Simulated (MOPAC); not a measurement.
Frequency calculation, with input and output: Si2NH6ClO (part 2 of 3)

Continued. System: Si2NH6ClO. Method: PM3, closed shell (MOPAC 23.2.5). The geometry was optimised with PM3.

Geometry of the input (Å):
```
O  0.8340  1.2093  -1.9225
Si 0.2057  1.3410  -0.3495
N  -0.8977  -0.0095  -0.0790
Si -0.2998  -1.4207  0.7528
Cl -0.8148  -1.1811  2.8021
H  1.4709  0.5285  -2.0728
H  1.2868  1.3213  0.7018
H  -0.5210  2.6592  -0.3072
H  -1.8464  0.0388  -0.3752
H  -0.9432  -2.7005  0.3229
H  1.1921  -1.5237  0.6911
```

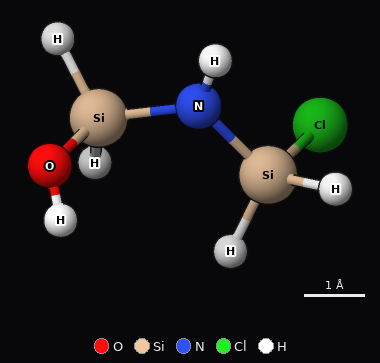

**Figure 1.** The structure (ball-and-stick view, seen at a tilt).

Log, continued
```
           1    0.0120    0.1865    0.0090    0.0135   -0.0032   -0.0001   -0.0002   -0.0003
           2    0.0004    0.0053    0.0064   -0.0106   -0.0004   -0.0000   -0.0001    0.0001
           3    0.0006    0.0147    0.0254   -0.0359   -0.0008   -0.0000   -0.0000   -0.0016
           4   -0.0076   -0.1149   -0.0072   -0.0270    0.0060    0.0002    0.0001   -0.0043
           5    0.0276   -0.0112   -0.0366   -0.0156    0.0103    0.0002    0.0003    0.0038
           6   -0.0037   -0.0016   -0.0082    0.0153    0.0096    0.0000   -0.0004   -0.0254
           7   -0.0041   -0.0060    0.0365    0.0221   -0.0332   -0.0002    0.0002   -0.0000
           8   -0.0280   -0.0014    0.0866    0.0504   -0.0820   -0.0018   -0.0005    0.0005
           9    0.0320   -0.0592    0.0599    0.0350   -0.0504    0.0004   -0.0010   -0.0013
          10   -0.0006    0.0065   -0.0070   -0.0051    0.0046   -0.0009    0.0102   -0.0002
          11   -0.0083    0.0127   -0.0151   -0.0091    0.0130   -0.0266   -0.0007    0.0000
          12   -0.0243    0.0328   -0.0356   -0.0209    0.0043    0.0074   -0.0175    0.0004
          13    0.0008   -0.0001   -0.0009   -0.0004    0.0003    0.0001    0.0004    0.0000
          14    0.0001   -0.0003   -0.0001   -0.0000   -0.0000   -0.0003   -0.0000    0.0000
          15    0.0003   -0.0003   -0.0003   -0.0001    0.0001    0.0001   -0.0001    0.0000
          16    0.0027   -0.0343   -0.3041    0.4433    0.0075    0.0003    0.0002    0.0024
          17   -0.0015   -0.0231   -0.0402    0.0492    0.0023    0.0001    0.0002   -0.0005
          18   -0.0037   -0.0994   -0.1385    0.1911    0.0047    0.0002    0.0002   -0.0002
          19    0.0964   -0.0004   -0.0313    0.0339   -0.0241   -0.0012    0.0046    0.2309
          20   -0.1027   -0.0522   -0.0208    0.0080   -0.0490    0.0014   -0.0088   -0.2920
          21   -0.1272   -0.0704    0.0166   -0.0068   -0.0087   -0.0017    0.0099    0.4626
          22    0.0905    0.1720    0.0688   -0.1297    0.0174   -0.0010   -0.0013   -0.1070
          23   -0.1622    0.0272   -0.0171   -0.0269    0.0279    0.0008    0.0011    0.1754
          24    0.1354    0.0605    0.0119   -0.0122   -0.0031    0.0019    0.0020    0.2881
          25   -0.0033   -0.0188    0.0804    0.0456    0.2074   -0.0001    0.0025   -0.0014
          26   -0.0306   -0.0069    0.2165    0.1228    0.5432   -0.0002    0.0043    0.0007
          27    0.0283   -0.0609    0.1420    0.0807    0.3488    0.0020   -0.0003   -0.0030
          28   -0.0607    0.0086   -0.0260   -0.0106    0.0181   -0.1129   -0.0495    0.0009
          29   -0.0293    0.0199   -0.0157   -0.0090    0.0074    0.6305    0.3183   -0.0049
          30    0.2259   -0.0914   -0.0139   -0.0054    0.0238    0.0375    0.0078   -0.0000
          31   -0.0545    0.0189   -0.0130    0.0031   -0.0204    0.1349   -0.2560    0.0051
          32    0.1699   -0.0608    0.0135    0.0131   -0.0361    0.1377   -0.2961    0.0067
          33    0.0586   -0.0071   -0.0214   -0.0033   -0.0415   -0.2570    0.4977   -0.0087

   Root No.      25        26        27

                25 A      26 A      27 A

                1961.4    3459.3    3931.0

           1    0.0017   -0.0000    0.0277
           2   -0.0006   -0.0000   -0.0149
           3   -0.0001   -0.0000   -0.0487
           4    0.0100    0.0001    0.0003
           5   -0.0152    0.0004   -0.0002
           6   -0.0072   -0.0004   -0.0006
           7   -0.0001    0.0053   -0.0001
           8   -0.0015    0.0334   -0.0000
           9   -0.0008   -0.0553   -0.0000
          10    0.0003   -0.0000    0.0000
          11    0.0002    0.0001    0.0000
          12    0.0001   -0.0005    0.0000
          13   -0.0001    0.0000   -0.0000
          14   -0.0000    0.0000   -0.0000
          15   -0.0000    0.0000   -0.0000
          16   -0.0032    0.0002   -0.4467
          17   -0.0020    0.0002    0.2405
          18   -0.0036    0.0001    0.7885
          19   -0.1360    0.0002   -0.0017
          20    0.1691   -0.0019   -0.0001
          21   -0.2892    0.0015    0.0001
          22   -0.1699    0.0002    0.0009
          23    0.2831    0.0000    0.0004
          24    0.5014   -0.0006    0.0010
          25    0.0012   -0.0751   -0.0000
          26    0.0008   -0.4767   -0.0001
          27    0.0021    0.7918   -0.0002
          28   -0.0006   -0.0001    0.0000
          29   -0.0005    0.0007   -0.0000
          30   -0.0005   -0.0003   -0.0001
          31   -0.0030   -0.0003    0.0001
          32   -0.0035   -0.0003    0.0000
          33    0.0034    0.0025   -0.0000

           MASS-WEIGHTED COORDINATE ANALYSIS (NORMAL COORDINATES)

   Root No.       1         2         3         4         5         6         7         8

                 1 A       2 A       3 A       4 A       5 A       6 A       7 A       8 A

                   7.5      33.7     139.5     180.4     244.0     279.1     313.1     360.6

           1   -0.0683    0.1850    0.2380    0.0398    0.0428   -0.1572    0.0273    0.0139
           2    0.3261   -0.1882    0.3974    0.2293   -0.0736   -0.4689    0.1649    0.0480
           3    0.4547    0.4625    0.0166   -0.0666    0.1146    0.0345   -0.0030   -0.0128
           4   -0.0889    0.2448    0.3154    0.0552    0.0567   -0.2019    0.0274    0.0174
           5   -0.1058    0.1678    0.0772   -0.3000   -0.1368    0.3295   -0.0246    0.0066
           6   -0.3106   -0.1532    0.2800   -0.1884   -0.1655   -0.0115    0.0172    0.0200
           7    0.3307   -0.1105    0.2278    0.2110   -0.2179    0.6166   -0.2777   -0.0955
           8   -0.2099    0.2136    0.0298   -0.2621    0.0097   -0.0201    0.0877    0.0290
           9   -0.1830   -0.1363   -0.1044    0.3663    0.1160   -0.0390    0.0056    0.0775
          10   -0.0410   -0.0975   -0.2931   -0.0852   -0.0014   -0.0086   -0.1339    0.7036
          11   -0.2668    0.2807   -0.2169    0.4281    0.0272    0.0729   -0.0514   -0.1366
          12   -0.1249   -0.2004    0.1269    0.2545    0.0961    0.1744   -0.0079   -0.0228
          13   -0.0294   -0.2204   -0.3273   -0.1302   -0.0070   -0.1176    0.1295   -0.6435
          14    0.2867   -0.4532   -0.1548   -0.1018    0.0299   -0.0359    0.0206    0.0887
          15    0.2302    0.1178   -0.3580   -0.2298   -0.0366   -0.1375   -0.0154   -0.0347
          16    0.0797    0.1059    0.0491    0.0351    0.0556   -0.0642    0.0204    0.0054
          17    0.0312   -0.0640    0.1415   -0.1525    0.8037   -0.0030   -0.4167   -0.0839
          18    0.1811    0.1529   -0.0142    0.0607   -0.1978   -0.0395    0.1462    0.0271
          19    0.0606    0.1753    0.0066   -0.0071    0.0130   -0.0510   -0.0431   -0.0006
          20   -0.1075    0.0257    0.0909   -0.2224   -0.0608    0.0432   -0.0470   -0.0339
          21   -0.1486   -0.0942    0.1245   -0.1310   -0.0517   -0.0012    0.0012   -0.0155
          22   -0.1829   -0.0247    0.0741   -0.0374   -0.0360   -0.0312    0.0433    0.0071
          23    0.0140    0.0804   -0.0871    0.0818   -0.0260    0.0468    0.0229    0.0285
          24   -0.1320   -0.0794    0.1169   -0.1303   -0.0425    0.0046    0.0011   -0.0117
          25    0.0355   -0.0312    0.0401   -0.0222    0.3698    0.3614    0.7524    0.1092
          26   -0.0249    0.0545    0.0190   -0.0441   -0.1235   -0.0536   -0.2495   -0.0406
          27   -0.0350   -0.0381   -0.0210    0.1028   -0.0054   -0.0205   -0.0841    0.0041
          28   -0.0824    0.0654   -0.1040    0.0348    0.0262   -0.0184    0.0335    0.1055
          29   -0.0645    0.0691   -0.0558    0.0970    0.0131    0.0096    0.0002   -0.0236
          30   -0.0072   -0.0669    0.1238   -0.1219   -0.0327    0.0349    0.0078   -0.0211
          31   -0.0112   -0.0866   -0.0398   -0.0180   -0.0368   -0.0597   -0.0857    0.0846
          32   -0.0982    0.1079   -0.1477    0.2313    0.0514   -0.0112   -0.0146    0.0141
          33   -0.0540   -0.0411   -0.0314    0.1332    0.0245   -0.0146   -0.0387   -0.0001

   Root No.       9        10        11        12        13        14        15        16

                 9 A      10 A      11 A      12 A      13 A      14 A      15 A      16 A

                 489.6     526.3     652.8     690.1     743.6     792.6     819.0     844.4

           1   -0.0035    0.0730   -0.0509   -0.0292    0.0086   -0.0957    0.2747    0.1885
           2   -0.0123   -0.0073    0.0003   -0.0264   -0.0048    0.0702   -0.0182   -0.0118
           3   -0.0735   -0.1207    0.0036    0.1008    0.0103   -0.0241    0.0191    0.0222
           4   -0.0107    0.0343   -0.0207    0.0211   -0.0156   -0.1294   -0.0069   -0.0129
           5   -0.1073    0.1806   -0.1895    0.1339   -0.0221   -0.0942    0.3003   -0.0739
           6    0.2122    0.3714   -0.0189   -0.0280    0.0072   -0.0053   -0.0878   -0.0091
           7    0.0061    0.0058    0.0456    0.0134    0.0597    0.0278   -0.0612   -0.0264
           8    0.0077   -0.0040    0.0789   -0.0684   -0.0127   -0.1659   -0.3127   -0.0594
           9    0.0121   -0.0088   -0.0797    0.1447   -0.0701    0.1429    0.4774   -0.0701
          10    0.0538   -0.0964    0.0301   -0.0421   -0.2113    0.0014   -0.0829    0.0567
          11    0.3121   -0.2893    0.0553   -0.0937   -0.0356   -0.0041   -0.0229   -0.0425
          12   -0.1687   -0.0847    0.0955   -0.1674   -0.1107   -0.0767   -0.2278   -0.0669
          13   -0.0164    0.0278    0.0035    0.0050   -0.0588   -0.0013   -0.0081    0.0106
          14   -0.0800    0.0513    0.0774    0.0015    0.0267   -0.0007    0.0075   -0.0016
          15    0.0385   -0.0247   -0.0359    0.0008    0.0368   -0.0037    0.0011    0.0003
          16   -0.0607   -0.1291    0.0268    0.1991   -0.0112    0.0252   -0.0619   -0.0413
          17    0.0420    0.0358    0.0086    0.0861    0.0171    0.0401   -0.0302   -0.0141
          18   -0.0647   -0.1222    0.0203    0.1114   -0.0106    0.0157   -0.0607   -0.0411
          19    0.0751    0.2262   -0.0474   -0.5170   -0.0050    0.5649   -0.1244   -0.2934
          20   -0.2947   -0.3227   -0.0524   -0.2416    0.0130    0.5194    0.2079    0.2597
          21   -0.1764   -0.2722    0.0055    0.0882    0.0098    0.0414    0.1481    0.3006
          22   -0.1107   -0.2031    0.0388    0.5823    0.0333    0.3888   -0.3262   -0.2914
          23    0.2348    0.3994   -0.0364    0.3935    0.0633    0.3728   -0.0578    0.2964
          24   -0.1534   -0.2291    0.0132   -0.0122   -0.0233   -0.0777   -0.0601   -0.2742
          25    0.0286   -0.0349   -0.1060   -0.0814    0.0614    0.0497   -0.0256    0.0089
          26   -0.0938   -0.0130    0.0075   -0.0440    0.0033   -0.0372   -0.0976   -0.0065
          27   -0.0518   -0.0131   -0.0383    0.0123   -0.0110    0.0459    0.1129   -0.0115
          28   -0.2778    0.1892    0.5878   -0.0096    0.5913   -0.0087    0.2091   -0.2041
          29   -0.0283    0.0006    0.0936   -0.0173    0.0873   -0.0057    0.0288   -0.0594
          30    0.4468   -0.2547    0.3998   -0.0624    0.2472    0.0479   -0.1115    0.4222
          31    0.2064   -0.1978   -0.5380   -0.0260    0.6197   -0.0594   -0.0156   -0.1260
          32   -0.4465    0.2136   -0.0668   -0.0374    0.0284   -0.0282   -0.3222    0.4164
          33   -0.2111    0.0384   -0.3092   -0.0515    0.3364   -0.0553   -0.2251    0.1758

   Root No.      17        18        19        20        21        22        23        24

                17 A      18 A      19 A      20 A      21 A      22 A      23 A      24 A

                 857.4     920.1    1007.8    1012.4    1191.6    1903.1    1920.6    1946.8

           1    0.0953    0.7141    0.0525    0.0836   -0.0161   -0.0004   -0.0010   -0.0019
           2    0.0029    0.0202    0.0375   -0.0660   -0.0019   -0.0001   -0.0003    0.0005
           3    0.0047    0.0565    0.1483   -0.2230   -0.0038   -0.0001   -0.0003   -0.0088
           4   -0.0806   -0.5830   -0.0556   -0.2218    0.0400    0.0015    0.0004   -0.0322
           5    0.2911   -0.0568   -0.2833   -0.1281    0.0687    0.0013    0.0024    0.0285
           6   -0.0393   -0.0082   -0.0637    0.1262    0.0640    0.0003   -0.0029   -0.1901
           7   -0.0308   -0.0215    0.1998    0.1284   -0.1563   -0.0011    0.0009   -0.0001
           8   -0.2083   -0.0051    0.4740    0.2931   -0.3866   -0.0090   -0.0025    0.0025
           9    0.2383   -0.2120    0.3280    0.2034   -0.2378    0.0022   -0.0051   -0.0070
          10   -0.0068    0.0331   -0.0539   -0.0421    0.0308   -0.0067    0.0750   -0.0015
          11   -0.0878    0.0642   -0.1171   -0.0753    0.0870   -0.1915   -0.0053    0.0002
          12   -0.2560    0.1662   -0.2759   -0.1722    0.0287    0.0535   -0.1286    0.0029
          13    0.0092   -0.0004   -0.0077   -0.0033    0.0021    0.0010    0.0033    0.0001
          14    0.0007   -0.0015   -0.0005   -0.0002   -0.0000   -0.0024   -0.0002    0.0000
          15    0.0031   -0.0018   -0.0027   -0.0012    0.0005    0.0008   -0.0010    0.0001
          16    0.0054   -0.0329   -0.4465    0.6909    0.0095    0.0004    0.0003    0.0034
          17   -0.0030   -0.0222   -0.0591    0.0767    0.0029    0.0002    0.0003   -0.0007
          18   -0.0074   -0.0956   -0.2033    0.2979    0.0059    0.0002    0.0002   -0.0002
          19    0.1925   -0.0004   -0.0459    0.0528   -0.0304   -0.0016    0.0064    0.3275
          20   -0.2051   -0.0501   -0.0305    0.0124   -0.0620    0.0019   -0.0122   -0.4143
          21   -0.2540   -0.0677    0.0243   -0.0105   -0.0110   -0.0023    0.0138    0.6562
          22    0.1808    0.1653    0.1010   -0.2022    0.0220   -0.0014   -0.0018   -0.1518
          23   -0.3239    0.0262   -0.0251   -0.0419    0.0353    0.0011    0.0016    0.2489
          24    0.2704    0.0582    0.0174   -0.0191   -0.0040    0.0025    0.0028    0.4087
          25   -0.0066   -0.0181    0.1180    0.0710    0.2624   -0.0001    0.0034   -0.0020
          26   -0.0611   -0.0067    0.3178    0.1914    0.6871   -0.0003    0.0060    0.0011
          27    0.0566   -0.0585    0.2085    0.1257    0.4413    0.0027   -0.0005   -0.0042
          28   -0.1213    0.0083   -0.0382   -0.0166    0.0228   -0.1542   -0.0689    0.0012
          29   -0.0585    0.0191   -0.0231   -0.0141    0.0093    0.8611    0.4429   -0.0069
          30    0.4510   -0.0878   -0.0204   -0.0085    0.0301    0.0512    0.0108   -0.0000
          31   -0.1089    0.0182   -0.0190    0.0048   -0.0259    0.1842   -0.3563    0.0072
          32    0.3392   -0.0584    0.0198    0.0205   -0.0456    0.1881   -0.4120    0.0095
          33    0.1170   -0.0068   -0.0314   -0.0051   -0.0525   -0.3509    0.6926   -0.0123

   Root No.      25        26        27

                25 A      26 A      27 A

                1961.4    3459.3    3931.0

           1    0.0098   -0.0002    0.1142
           2   -0.0034   -0.0002   -0.0614
           3   -0.0008   -0.0002   -0.2010
           4    0.0744    0.0003    0.0017
           5   -0.1132    0.0021   -0.0009
           6   -0.0540   -0.0021   -0.0032
           7   -0.0003    0.0205   -0.0002
           8   -0.0077    0.1298   -0.0001
           9   -0.0043   -0.2153   -0.0001
          10    0.0022   -0.0000    0.0001
          11    0.0017    0.0007    0.0001
          12    0.0006   -0.0030    0.0001
          13   -0.0004    0.0001   -0.0000
          14   -0.0000    0.0000   -0.0000
          15   -0.0001    0.0000   -0.0000
          16   -0.0045    0.0003   -0.4626
          17   -0.0029    0.0003    0.2491
          18   -0.0051    0.0001    0.8165
          19   -0.1920    0.0002   -0.0018
          20    0.2386   -0.0019   -0.0001
          21   -0.4082    0.0016    0.0001
          22   -0.2398    0.0002    0.0010
          23    0.3996    0.0000    0.0005
          24    0.7077   -0.0006    0.0010
          25    0.0017   -0.0783   -0.0000
          26    0.0011   -0.4975   -0.0001
          27    0.0030    0.8263   -0.0002
          28   -0.0008   -0.0001    0.0000
          29   -0.0007    0.0008   -0.0000
          30   -0.0007   -0.0004   -0.0001
          31   -0.0042   -0.0003    0.0001
          32   -0.0050   -0.0004    0.0000
          33    0.0049    0.0026   -0.0000

          DESCRIPTION OF VIBRATIONS

 VIBRATION          1    1A           ATOM PAIR      ENERGY CONTRIBUTION    RADIAL
 FREQUENCY             7.54         O  1 -- Si 2         +47.1% (999.0%)      0.1%
 TRANSITION DIPOLE   0.3133         Si 2 -- Si 4          +8.9% (999.0%)      0.6%
 TRAVEL (Ang.)       0.0000         Si 2 -- N  3          +8.5% (999.0%)      0.5%
 REDUCED MASS        3.3611         Si 2 -- H  8          +5.9% (999.0%)     97.6%
 EFFECTIVE MASS   9999.9999
 FORCE CONSTANT      0.0001

 VIBRATION          2    2A           ATOM PAIR      ENERGY CONTRIBUTION    RADIAL
 FREQUENCY            33.72         O  1 -- Si 2         +20.9% (998.2%)      0.7%
 TRANSITION DIPOLE   0.4142         N  3 -- Si 4         +13.6% (806.0%)      6.8%
 TRAVEL (Ang.)       0.6503         Si 2 -- N  3         +13.2% (795.1%)      3.6%
 REDUCED MASS        4.7286         Si 2 -- Si 4         +12.6% (774.7%)      1.6%
 EFFECTIVE MASS   1653.2046
 FORCE CONSTANT      0.0032

 VIBRATION          3    3A           ATOM PAIR      ENERGY CONTRIBUTION    RADIAL
 FREQUENCY           139.53         Si 2 -- Si 4         +18.4% (214.1%)     54.7%
 TRANSITION DIPOLE   0.2666         Si 2 -- N  3         +14.4% (189.2%)      3.3%
 TRAVEL (Ang.)       0.3188         Si 2 -- H  8         +12.1% (173.3%)     19.8%
 REDUCED MASS        4.7552         Si 2 -- H  7         +11.2% (167.2%)     51.0%
 EFFECTIVE MASS     74.9920         N  3 -- Si 4         +10.8% (163.5%)      0.3%
 FORCE CONSTANT      0.0545

 VIBRATION          4    4A           ATOM PAIR      ENERGY CONTRIBUTION    RADIAL
 FREQUENCY           180.39         N  3 -- Si 4         +21.9% (263.1%)      2.4%
 TRANSITION DIPOLE   0.4412         Si 2 -- N  3         +21.8% (262.2%)      2.2%
 TRAVEL (Ang.)       0.3293         Si 2 -- Si 4         +11.7% (192.2%)     77.1%
 REDUCED MASS        3.4464         N  3 -- H  9          +8.3% (161.8%)     59.1%
 EFFECTIVE MASS     91.9180
 FORCE CONSTANT      0.0661
```
